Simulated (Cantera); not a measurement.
A closed system holds: 1 mol MgO, 0.017 mol H₂, held at 7.00 bar.

These are equilibrium values from Cantera (NASA tables, ideal gas, pure condensed phases), not measurements of a reactor. Candidate condensed phases: H₂O, Mg, MgO, Mg(OH)₂; 15 gas species. The tables' values for MgH are old estimates; treat these amounts as uncertain. Kinetics and transport are ignored.

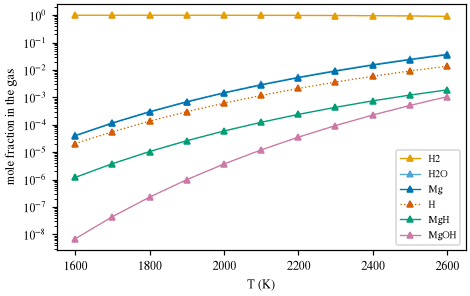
Fig. 1. Equilibrium gas composition (values under 1e-9 drawn at 1e-9)

### Question
Read off the mole fractions at 2400 K.

### Answer
H₂ about 0.96, H₂O about 0.016, Mg about 0.015, H about 0.0059, MgH about 0.00075, MgOH about 0.00023.
